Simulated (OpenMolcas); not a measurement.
# Run report: BH, geometry relaxation (part 1 of 2)

BH (borane(1)), SMILES [BH], computed with PBE50/cc-pVQZ, RKS (OpenMolcas 26.06).

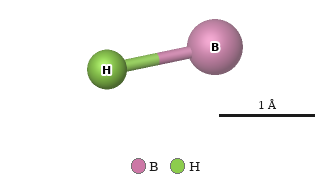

Figure 1. The input geometry (ball-and-stick view, seen at a tilt).

The input:
```
&gateway
baslib=$CurrDir
coord
2
bohr
B      0.00000000     0.00000000     0.00000000
H      0.00000000     0.00000000     2.32889848
basis=cc-pVQZ
group=NoSym
>>> EXPORT MOLCAS_MAXITER=40
>>> Do While
&seward
&scf
ksdft=HYB_GGA_XC_PBE50
prorbitals=0
&slapaf
>>> EndDo
```

Machine: 1 thread of Arm Neoverse V1, 24 GiB of memory available, shared host.

Launched with:
```bash
export MOLCAS_MEM=1860
pymolcas job.input > job.log
```

Output:
```
--- Start Module: gateway ---

                                              &GATEWAY

                       available to each process: 1.9 GB of memory, 1 thread

 Basis Set     1 Label: B.CC-PVQZ
 Basis set is read from library:.
 basistype.tbl is not found

 Basis Set     2 Label: H.CC-PVQZ
 Basis set is read from library:.
 basistype.tbl is not found

++    Symmetry information:
      ---------------------

                    Character Table for C1

                             E
                    a        1  x, y, xy, Rz, z, xz, Ry, yz, Rx, I
--

++    Basis set information:
      ----------------------

      Basis set label: B.CC-PVQZ.........

      Electronic valence basis set:
      ------------------
      Associated Effective Charge   5.000000 au
      Associated Actual Charge      5.000000 au
      Nuclear Model: Point charge

      Shell  nPrim  nBasis  Cartesian Spherical Contaminant
         s      12       5        X
         p       6       4        X
         d       3       3                 X
         f       2       2                 X
         g       1       1                 X

      Basis set label: H.CC-PVQZ.........

      Electronic valence basis set:
      ------------------
      Associated Effective Charge   1.000000 au
      Associated Actual Charge      1.000000 au
      Nuclear Model: Point charge

      Shell  nPrim  nBasis  Cartesian Spherical Contaminant
         s       6       4        X
         p       3       3        X
         d       2       2                 X
         f       1       1                 X
--

++    Molecular structure info:
      -------------------------

                    ************************************************
                    **** Cartesian Coordinates / bohr, angstrom ****
                    ************************************************

     Center  Label                x              y              z                     x              y              z
        1      B1               0.000000       0.000000       0.000000              0.000000       0.000000       0.000000
        2      H2               0.000000       0.000000       2.328898              0.000000       0.000000       1.232400
--

            Nuclear Potential Energy              2.14693772 au

--- Stop Module: gateway /rc=_RC_ALL_IS_WELL_ ---

>>> EXPORT MOLCAS_MAXITER = 40

--- Start Module: seward ---

                                              &SEWARD

                       available to each process: 1.9 GB of memory, 1 thread

               SEWARD will generate:
                  Multipole Moment integrals up to order  2
                  Kinetic Energy integrals
                  Nuclear Attraction integrals (point charge)
                  One-Electron Hamiltonian integrals
                  Velocity integrals
                  Orbital angular momentum around (  0.0000   0.0000   0.1953 )
                  Velocity quadrupole around (  0.0000   0.0000   0.1953 )
                  Two-Electron Repulsion integrals

                   Integrals are discarded if absolute value <: 1.00E-14
                   Integral cutoff threshold is set to       <: 1.00E-16

            Nuclear Potential Energy              2.14693772 au

      Basis set specifications :
      Symmetry species         a
      Basis functions           85

--- Stop Module: seward /rc=_RC_ALL_IS_WELL_ ---
--- Module seward spent 1 second ---

--- Start Module: scf ---

                                                &SCF

                       available to each process: 1.9 GB of memory, 1 thread

 ###############################################################################
 ###     Minimized-density-differences option turned off!                    ###
 ###############################################################################
++    Input section:
      --------------

      Header of the integral files:

      Cartesian coordinates in angstrom:
      -----------------------------------------------------
      No.  Label        X            Y            Z
      -----------------------------------------------------
       1   B1         0.00000000   0.00000000   0.00000000
       2   H2         0.00000000   0.00000000   1.23240000
      -----------------------------------------------------
      Nuclear repulsion energy =    2.14693772
--

++    Orbital specifications:
      -----------------------

      Symmetry species               1
                                     a
      Frozen orbitals                0
      Occupied orbitals              3
      Secondary orbitals            82
      Deleted orbitals               0
      Total number of orbitals      85
      Number of basis functions     85
--

      Molecular charge                           0.000

      Numerical integration parameters
      --------------------------------
      Radial quadrature type:                         MHL
      Size of radial grid:                            75
      Lebedev angular grid:                           29
      Angular grid pruned with the crowding factor:  3.00E+00
                                 and fading factor:  6.00E+00
      Screening threshold for integral computation:   1.00E-11
      Radial quadrature accuracy:                     1.00E-25
      Maximum batch size:                             128
      AO values are stored on disk
      The same grid will be used for all iterations.

      DFT functional specifications
      -----------------------------
      Using Libxc version: 6.2.2
      Please cite the following reference:
      S. Lehtola, C. Steigemann, M. J.T. Oliveira, and M. A.L. Marques.,  SoftwareX 7, 1–5 (2018) doi:10.1016/j.softx.2017.11.002

      * PBE50

++    Optimization specifications:
      ----------------------------

      SCF Algorithm: Conventional
      D(i)-D(i-1) density differences are used
      Number of density matrices in core                 5
      Maximum number of NDDO SCF iterations            400
      Maximum number of HF SCF iterations              400
      Threshold for SCF energy change             1.00E-09
      Threshold for density matrix                1.00E-04
      Threshold for Fock matrix                   1.50E-04
      Threshold for linear dependence             1.00E-09
      Threshold at which DIIS is turned on        1.50E-01
      Maximum depth in the DIIS procedure                5
      Maximum depth in the BFGS Hessian update          30
      Threshold at which QNR/C2DIIS is turned on  7.50E-02
      Threshold for Norm(delta) (QNR/C2DIIS)      1.00E-03
      All orbitals punched on: SCFORB
--

      Input vectors read from INPORB
      Orbital file label: *Guess orbitals

++ Convergence information
                                   [...]      iterations: Energy and convergence statistics

Iter     Tot. [...]      One-elec.       Two-elec.     Energy      Max Dij or  Max Fij      DNorm      TNorm      AccCon     Time
         Energy          Energy          Energy        Change      Delta Norm                                                in Sec.
   1   -25.211541049   -39.231047713    11.872568941   0.00E+00    2.01E-01*   7.11E-02*    4.06E+00   3.24E+01   None         0.
   2   -25.256933345   -39.488687879    12.084816810  -4.54E-02*   3.69E-02*   1.48E-02*    1.85E+00   3.28E+01   EDIIS        0.
   3   -25.257955678   -39.423268780    12.018375379  -1.02E-03*   6.96E-03*   2.42E-03*    3.64E-01   3.28E+01   c2DIIS       0.
   4   -25.258004692   -39.433446335    12.028503920  -4.90E-05*   1.42E-03*   5.70E-04*    5.92E-02   3.28E+01   QNRc2DIIS    0.
   5   -25.258007147   -39.429180346    12.024235475  -2.46E-06*   4.14E-04    1.22E-04     1.67E-02   3.28E+01   QNRc2DIIS    0.
   6   -25.258007339   -39.429795275    12.024850212  -1.92E-07*   3.84E-05    1.08E-05     4.73E-03   3.28E+01   QNRc2DIIS    0.
   7   -25.258007341   -39.429852973    12.024907909  -1.53E-09*   6.75E-06    1.75E-06     4.14E-04   3.28E+01   QNRc2DIIS    0.
   8   -25.258007341   -39.429851939    12.024906875  -4.78E-11    7.64E-07    3.13E-07     7.70E-05   3.28E+01   QNRc2DIIS    0.

       Convergence after   8 Iterations
--

 *****************************************************************************************************************************
 *                                             SCF/KS-DFT Program, Final results                                             *
 *                                                       Final Results                                                       *
 *****************************************************************************************************************************

::    Total KS-DFT energy                             -25.2580073408
      One-electron energy                             -39.4298519392
      Two-electron energy                              12.0249068754
      Nuclear repulsion energy                          2.1469377231
      Kinetic energy (interpolated)                    25.1280411658
      Virial theorem                                    1.0051721570
      Total spin, S(S+1)                                0.0000000000
      Total spin, S                                     0.0000000000
      Max non-diagonal density matrix element           0.0000010349
      Max non-diagonal Fock matrix element              0.0000000705

      No orbitals printed

++    Molecular charges:
      ------------------

      Mulliken charges per centre
      ---------------------------

                B1      H2
      Total    4.8877  1.1123

      N-E      0.1123 -0.1123

      Total electronic charge=    6.000000

      Total            charge=   -0.000000
--

++    Molecular properties:
      ---------------------

      Charge (e):
                      =   -0.0000
      Dipole Moment (debye):
      Origin of the operator (angstrom)=    0.0000    0.0000    0.1034
                   X=  1.9594E-15               Y= -1.0493E-15               Z=  1.6313E+00           Total=  1.6313E+00
      Quadrupole Moment (debye*angstrom):
      Origin of the operator (angstrom)=    0.0000    0.0000    0.1034
                  XX= -6.6453E+00              XY=  2.7641E-16              XZ= -2.0131E-15              YY= -6.6453E+00
                  YZ=  1.3153E-15              ZZ= -1.0045E+01
      In traceless form (debye*angstrom)
                  XX=  1.6998E+00              XY=  4.1461E-16              XZ= -3.0197E-15              YY=  1.6998E+00
                  YZ=  1.9729E-15              ZZ= -3.3996E+00
--

--- Stop Module: scf /rc=_RC_ALL_IS_WELL_ ---
--- Module scf spent 2 seconds ---

--- Start Module: slapaf ---

                                              &SLAPAF

                       available to each process: 1.9 GB of memory, 1 thread

--- Stop Module: slapaf /rc=_RC_INVOKED_OTHER_MODULE_ ---

--- Start Module: alaska ---

                                              &ALASKA

                       available to each process: 1.9 GB of memory, 1 thread

                     Threshold for contributions to the gradient: 1.000E-07

                    ********************************************
                    * Symmetry Adapted Cartesian Displacements *
                    ********************************************

           Irreducible representation : a
           Basis function(s) of irrep: x, y, xy, Rz, z, xz, Ry, yz, Rx, I

 Basis Label        Type   Center Phase
   1   B1           x         1     1
   2   B1           y         1     1
   3   B1           z         1     1
   4   H2           x         2     1
   5   H2           y         2     1
   6   H2           z         2     1

                     No automatic utilization of translational and rotational invariance of the energy is employed.

 Rotational correction to the DFT gradient is turned off due to close-to-degeneracy problems!

 DFT contribution computed for a moving grid.

 Conventional ERI gradients!

 **************************************************
 *              Molecular gradients               *
 **************************************************

  Irreducible representation: a
 ------------------------------------------------------------------------------------------
                              X                       Y                       Z
 ------------------------------------------------------------------------------------------
  B1               -7.59382360192705E-16   -2.94232052950145E-15   -7.60886448909370E-04
  H2                7.59379819093862E-16    2.94211724159411E-15    7.60886448909814E-04
 ------------------------------------------------------------------------------------------

--- Stop Module: alaska /rc=_RC_ALL_IS_WELL_ ---
--- Module alaska spent 1 second ---

--- Start Module: slapaf ---

                                              &SLAPAF

                       available to each process: 1.9 GB of memory, 1 thread

++       Slapaf input parameters:
         ------------------------

 Maximum number of iterations:                40
 Convergence test a la Schlegel.
 Convergence criterion on gradient/para.<=: 3.0E-04
 Convergence criterion on step/parameter<=: 3.0E-04
 Convergence criterion on energy change <=: 0.0E+00
 Parameters for step-restricted optimization
 Maximum step length (initial seed):       3.00E-01

 -RFO activated with parameters:
   Maximum number of data points used in RFO:      5
 Line search is performed

 -Optimization for minimum.
  Optimization method: RS-RFO.

 -Initial Hessian guessed by Hessian Model Function (HMF).
  HMF augmented with weak interactions.

 -Hessian update method: Broyden-Fletcher-Goldfarb-Shanno
  Maximum number of points in Hessian update:  5

 -Relaxation will be done on non-redundant internal coordinates, based on
  force constant weighted redundant internal coordinates.

--

 ******************************************
 * Statistics of the internal coordinates *
 ******************************************
 Translations and Rotations:         0
 Bonds                     :         1
 Angles                    :         0
 Torsions                  :         0
 Out-of-plane angles       :         0

**********************************************************************************************************************
*                                    Energy Statistics for Geometry Optimization                                     *
**********************************************************************************************************************
                       Energy     Grad      Grad              Step                 Estimated   Geom       Hessian
Iter      Energy       Change     Norm      Max    Element    Max     Element     Final Energy Update Update   Index
  1    -25.25800734  0.00000000 0.001076 -0.000761 nrc001  -0.002523  nrc001      -25.25800830 RS-RFO  None      0

       +----------------------------------+----------------------------------+
       +    Cartesian Displacements       +    Gradient in internals         +
       +  Value      Threshold Converged? +  Value      Threshold Converged? +
 +-----+----------------------------------+----------------------------------+
 + RMS + 1.2616E-03  1.2000E-03     No    + 1.0761E-03  3.0000E-04     No    +
 +-----+----------------------------------+----------------------------------+
 + Max + 1.2616E-03  1.8000E-03     Yes   + 7.6089E-04  4.5000E-04     No    +
 +-----+----------------------------------+----------------------------------+

 Convergence not reached yet!
```
